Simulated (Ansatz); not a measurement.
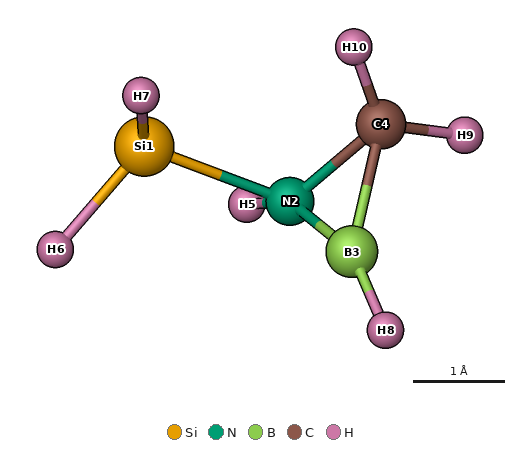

**Figure 1.** The structure as given in the input (ball-and-stick view, seen at a tilt; atoms are numbered from 1 in the order of the input).

# Run report: CH$_{6}$BNSi, geometry relaxation (part 1 of 2)

The run: geometry relaxation of CH$_{6}$BNSi. Method and program: UKS B3LYP-D4/cc-pVDZ (Ansatz 0.2.0).

It belongs to a series of runs on one base structure; here: end point B relaxed. Figures and captions count atoms from 1; the log counts them from 0 in places.

### The input
```yaml
crystal:
  periodic: [false, false, false]
  atoms:
    - { symbol: Si, position_ang: [0.2672, 1.3153, 0.3519] }
    - { symbol: "N", position_ang: [-0.8092, 0.0307, -0.3225] }
    - { symbol: B, position_ang: [-0.563, -1.2341, 0.5529] }
    - { symbol: C, position_ang: [0.0552, -1.0021, -0.8957] }
    - { symbol: H, position_ang: [-1.32046, 0.85824, -0.69045] }
    - { symbol: H, position_ang: [-0.5071, 2.0542, 1.423] }
    - { symbol: H, position_ang: [1.5225, 0.8495, 0.87] }
    - { symbol: H, position_ang: [-0.8894, -1.9939, 1.357] }
    - { symbol: H, position_ang: [-0.5714, -1.5714, -1.6176] }
    - { symbol: H, position_ang: [1.0755, -0.8232, -0.971] }
magnetization:
  spin_polarized: true
basis:
  gaussian: { orbitals: cc-pVDZ }
hamiltonian:
  xc: b3lyp
  dispersion: d4
relax:
  f_tol: 0.02
  max_steps: 50
output:
  orbitals: {}
```

Run as:
```bash
ansatz run input.yaml --threads 2 --pin off --max-ram 3072MiB --backend cpu --events-out ev --progress --plain --runs-dir out
```

### Output
```
The last accepted step is kept in [file] (removed where the run ends without a failure and the disk answers)
Engine: ansatz 0.2.0, x86_64-unknown-linux-gnu
Functional definition: B3LYP
  parameter a0 = 0.2
  parameter ax = 0.72
  parameter ac = 0.81
  exchange = (1 - a0 - ax)*slater_x + ax*b88_x + a0*exact_x
  correlation = (1 - ac)*vwn_rpa_c + ac*lyp_c
979 factors; integrals over basis functions are off by at most 2.5e-4 eV
mean field evaluation 1: about -11170.3115 eV, gradient 3.2e1 eV
mean field evaluation 2: about -11164.6568 eV, gradient 4.7e1 eV
mean field evaluation 4: about -11174.9495 eV, gradient 3.6e0 eV
mean field evaluation 8: about -11175.0844 eV, gradient 5.8e-1 eV
mean field evaluation 16: about -11175.0866 eV, gradient 7.7e-5 eV
mean field -11175.08660890 eV, -410.6768581314 hartree, gradient 3.0e-6 eV, S^2 0.000000; 1 other end points of the search recorded, 0 dependent functions left out
the calculation of the forces begins
reference -11175.08686406 eV, -410.6768675084 hartree; 19, 19 occupied and 71, 71 virtual orbitals, 979 factors
relax step   1: F+E_penalty+E_count = -11175.42653958 eV  Δ(F+E_penalty+E_count) = +0.000e0 eV  max|allowed force component| = 3.589e0 eV/Å  Δτ_max = 0.0000 Å  (59 SCF iters, accepted)
these checks for a lower state are left out or cut short: starts, cluster_reference, orbital_swaps, neighbouring_geometries, increment
979 factors; integrals over basis functions are off by at most 3.2e-4 eV
mean field evaluation 32: about -11176.3877 eV, gradient 4.2e-3 eV
mean field -11176.38771980 eV, -410.7246730750 hartree, gradient 1.2e-5 eV, S^2 0.000000; 0 other end points of the search recorded, 0 dependent functions left out
[... from here on the field's lines of each further geometry are left out, up to the last ...]
relax step   2: F+E_penalty+E_count = -11176.73238883 eV  Δ(F+E_penalty+E_count) = -1.306e0 eV  max|allowed force component| = 2.027e0 eV/Å  Δτ_max = 0.1983 Å  (34 SCF iters, accepted)
relax step   3: F+E_penalty+E_count = -11177.42979599 eV  Δ(F+E_penalty+E_count) = -6.974e-1 eV  max|allowed force component| = 1.162e0 eV/Å  Δτ_max = 0.1918 Å  (31 SCF iters, accepted)
relax step   4: F+E_penalty+E_count = -11177.54645243 eV  Δ(F+E_penalty+E_count) = -1.167e-1 eV  max|allowed force component| = 7.444e-1 eV/Å  Δτ_max = 0.1999 Å  (30 SCF iters, accepted)
relax step   5: F+E_penalty+E_count = -11177.76173843 eV  Δ(F+E_penalty+E_count) = -2.153e-1 eV  max|allowed force component| = 6.597e-1 eV/Å  Δτ_max = 0.1966 Å  (31 SCF iters, accepted)
relax step   6: F+E_penalty+E_count = -11177.94362215 eV  Δ(F+E_penalty+E_count) = -1.819e-1 eV  max|allowed force component| = 8.997e-1 eV/Å  Δτ_max = 0.1908 Å  (31 SCF iters, accepted)
relax step   7: F+E_penalty+E_count = -11178.22053205 eV  Δ(F+E_penalty+E_count) = -2.769e-1 eV  max|allowed force component| = 1.207e0 eV/Å  Δτ_max = 0.1950 Å  (30 SCF iters, accepted)
relax step   8: F+E_penalty+E_count = -11178.37510925 eV  Δ(F+E_penalty+E_count) = -1.546e-1 eV  max|allowed force component| = 8.005e-1 eV/Å  Δτ_max = 0.0827 Å  (31 SCF iters, accepted)
relax step   9: F+E_penalty+E_count = -11178.31566193 eV  Δ(F+E_penalty+E_count) = +5.945e-2 eV  max|allowed force component| = 2.375e0 eV/Å  Δτ_max = 0.1957 Å  (31 SCF iters, rejected (line search))
relax step  10: F+E_penalty+E_count = -11178.50190277 eV  Δ(F+E_penalty+E_count) = -1.268e-1 eV  max|allowed force component| = 2.948e-1 eV/Å  Δτ_max = 0.0953 Å  (31 SCF iters, accepted)
relax step  11: F+E_penalty+E_count = -11178.52179270 eV  Δ(F+E_penalty+E_count) = -1.989e-2 eV  max|allowed force component| = 2.093e-1 eV/Å  Δτ_max = 0.1000 Å  (31 SCF iters, accepted)
relax step  12: F+E_penalty+E_count = -11178.53111433 eV  Δ(F+E_penalty+E_count) = -9.322e-3 eV  max|allowed force component| = 1.721e-1 eV/Å  Δτ_max = 0.0403 Å  (33 SCF iters, accepted)
relax step  13: F+E_penalty+E_count = -11178.53209498 eV  Δ(F+E_penalty+E_count) = -9.806e-4 eV  max|allowed force component| = 7.726e-2 eV/Å  Δτ_max = 0.0259 Å  (32 SCF iters, accepted)
relax step  14: F+E_penalty+E_count = -11178.53372311 eV  Δ(F+E_penalty+E_count) = -1.628e-3 eV  max|allowed force component| = 3.070e-2 eV/Å  Δτ_max = 0.0145 Å  (28 SCF iters, accepted)
the calculation of the forces begins
reference -11178.18683126 eV, -410.7907892017 hartree; 19, 19 occupied and 71, 71 virtual orbitals, 979 factors
relax step  15: F+E_penalty+E_count = -11178.53392037 eV  Δ(F+E_penalty+E_count) = -1.973e-4 eV  max|allowed force component| = 1.613e-2 eV/Å  Δτ_max = 0.0046 Å  (26 SCF iters, accepted)
979 factors; integrals over basis functions are off by at most 3.7e-4 eV
mean field evaluation 128: about -11177.9309 eV, gradient 6.2e0 eV
```

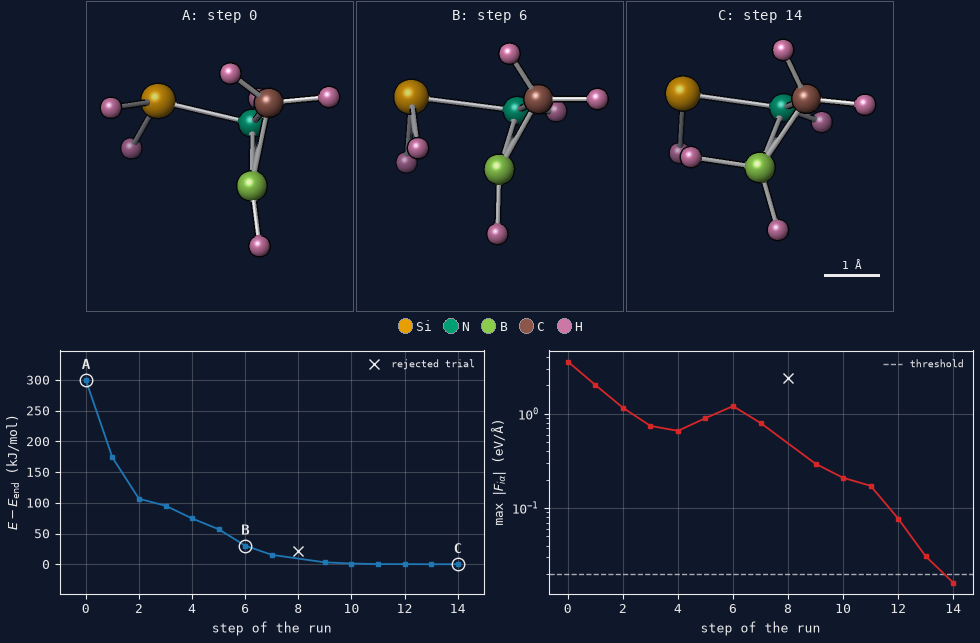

**Figure 2.** Frames of the relaxation (ball-and-stick view, seen at a tilt) above the curves, on which the letters mark them (the first geometry is step 0 here and step 1 in the log).

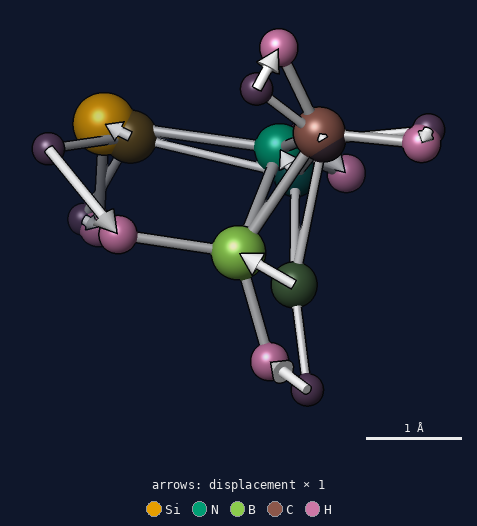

**Figure 3.** Start (faint) and end (solid) with the displacements as white arrows, at true length (ball-and-stick view, seen at a tilt). The two geometries are laid on each other by the best rigid fit. Over 14 geometry steps the energy falls by 299.8 kJ/mol. Largest force component: 3.6 eV/Å at the start, 0.016 eV/Å at the end. The line search rejected the trial step at point 8 (counted from 0) and went back. The largest move after the best rigid fit is that of H7, 1.20 Å. Largest moves by element: H 1.20 Å, B 0.68 Å, N 0.33 Å, Si 0.31 Å, C 0.09 Å. Among the contacts that change: B3–H7 2.965 → 1.289 Å, Si1–H7 1.436 → 1.854 Å, Si1–N2 1.807 → 1.884 Å, C4–H10 1.039 → 1.096 Å. New bonds form: B3–H7 (2.97 → 1.29 Å). Bonds break: Si1–H7 (1.44 → 1.85 Å). Among the angles that change: Si1–N2–H5 81.9° → 128.1°, B3–N2–H5 157.3° → 117.5°, N2–B3–H8 151.9° → 122.0°. (Atoms are counted from 1 in the order of the input.)

```
mean field -11178.18658903 eV, -410.7907803000 hartree, gradient 1.6e-5 eV, S^2 0.000000; 1 other end points of the search recorded, 0 dependent functions left out
the calculation of the forces begins
reference -11178.18683126 eV, -410.7907892017 hartree; 19, 19 occupied and 71, 71 virtual orbitals, 979 factors
Total energy: -11178.53416260 eV, -410.8035533929 hartree
Atom 0 at     0.482833     1.516678     0.407889 Å, force    -0.000034     0.002999     0.003831 eV/Å
Atom 1 at    -0.629053     0.262284    -0.452603 Å, force    -0.007199     0.009338    -0.016126 eV/Å
Atom 2 at    -0.077433    -0.757822     0.609007 Å, force    -0.007714    -0.011905     0.008505 eV/Å
Atom 3 at     0.116252    -0.936670    -0.937371 Å, force     0.003181     0.002334     0.000404 eV/Å
Atom 4 at    -1.635601     0.304001    -0.585069 Å, force     0.003209    -0.001036     0.001229 eV/Å
Atom 5 at    -0.619789     1.883589     1.419977 Å, force    -0.002609    -0.000732    -0.002136 eV/Å
Atom 6 at     0.896793    -0.123495     1.165678 Å, force     0.012904    -0.003261     0.001635 eV/Å
Atom 7 at    -0.800247    -1.337822     1.366405 Å, force     0.000538     0.002049     0.000729 eV/Å
Atom 8 at    -0.516558    -1.649139    -1.473807 Å, force     0.001398    -0.000182     0.002895 eV/Å
Atom 9 at     1.042643    -0.678365    -1.462556 Å, force    -0.003674     0.000397    -0.000967 eV/Å
Dipole moment:    -0.315642    -0.007086    -0.292666 e Å
```

### Trajectory as extended XYZ (Å, eV, eV/Å), 15 frames, from step=1 to step=15
```
10
Properties=species:S:1:pos:R:3:forces:R:3 step=1 energy=-11175.42654
Si    0.2672    1.3153    0.3519    1.3717   3.3377   0.6135
N    -0.8092    0.0307   -0.3225   -0.6373  -0.7587   1.6805
B    -0.5630   -1.2341    0.5529    0.4656   2.2820  -2.7500
C     0.0552   -1.0021   -0.8957   -3.5887  -2.0973   0.6935
H    -1.3205    0.8582   -0.6905   -1.1017  -1.7705  -0.9196
H    -0.5071    2.0542    1.4230   -0.1086  -0.5605   0.2427
H     1.5225    0.8495    0.8700    0.8104  -1.1251   0.7005
H    -0.8894   -1.9939    1.3570   -0.5105  -0.0536   0.9139
H    -0.5714   -1.5714   -1.6176    1.1808   0.0726  -0.2064
H     1.0755   -0.8232   -0.9710    2.1182   0.6734  -0.9686
10
Properties=species:S:1:pos:R:3:forces:R:3 step=2 energy=-11176.73239
Si    0.3220    1.4061    0.3258    1.2698   2.0269   0.6149
N    -0.7879    0.0542   -0.3259   -0.5838  -0.0353   0.5199
B    -0.5191   -1.1350    0.5608   -0.0377   1.1182  -1.6903
C     0.0447   -1.0257   -0.9064   -0.7665  -0.6812   0.6443
H    -1.4189    0.7501   -0.7871   -0.2898  -1.7797   0.0927
H    -0.5070    1.9219    1.5087    0.0243  -0.3977   0.0084
H     1.4827    0.6987    0.9730   -0.1651  -0.6594   0.2086
H    -0.8998   -1.8183    1.4484   -0.0867   0.3785   0.2425
H    -0.5371   -1.6171   -1.6278    0.5117  -0.0147  -0.2027
H     1.0802   -0.7517   -1.1120    0.1239   0.0444  -0.4383
10
Properties=species:S:1:pos:R:3:forces:R:3 step=3 energy=-11177.42980
Si    0.4096    1.5437    0.3209    0.5505   0.1266   0.6721
N    -0.7535    0.0851   -0.3034   -0.8279   0.9400  -1.0278
B    -0.4915   -1.0553    0.5391   -0.0969  -0.1118   0.0902
C     0.0487   -1.0332   -0.9048    0.3783   0.0459  -0.0529
H    -1.5200    0.5948   -0.8001    0.3630  -1.1620   0.6502
H    -0.5006    1.8458    1.5392    0.1767  -0.0939  -0.1041
H     1.3902    0.5397    1.0273   -0.4382   0.0204  -0.0838
H    -0.8990   -1.6765    1.4773    0.1480   0.4187  -0.0727
H    -0.4967   -1.6282   -1.6443    0.0239  -0.0280  -0.0865
H     1.0726   -0.7326   -1.1936   -0.2773  -0.1560   0.0154
10
Properties=species:S:1:pos:R:3:forces:R:3 step=4 energy=-11177.54645
Si    0.4518    1.5437    0.3069   -0.0866   0.1965   0.2944
N    -0.7805    0.1042   -0.3810    0.5939   0.1155   0.3534
B    -0.4716   -0.9985    0.5122   -0.0342   0.4690   0.0447
C     0.0654   -1.0160   -0.9305   -0.0881  -0.1917  -0.1738
H    -1.6228    0.4928   -0.7898   -0.2261  -0.3090  -0.1564
H    -0.3602    1.7109    1.5844   -0.4770   0.3970   0.0167
H     1.2317    0.5214    1.1226    0.3164  -0.7444  -0.2227
H    -0.8813   -1.5024    1.5095    0.1245   0.1082  -0.0830
H    -0.4537   -1.6581   -1.6496    0.0314  -0.0609  -0.0802
H     1.0810   -0.7147   -1.2272   -0.1542   0.0200   0.0067
```
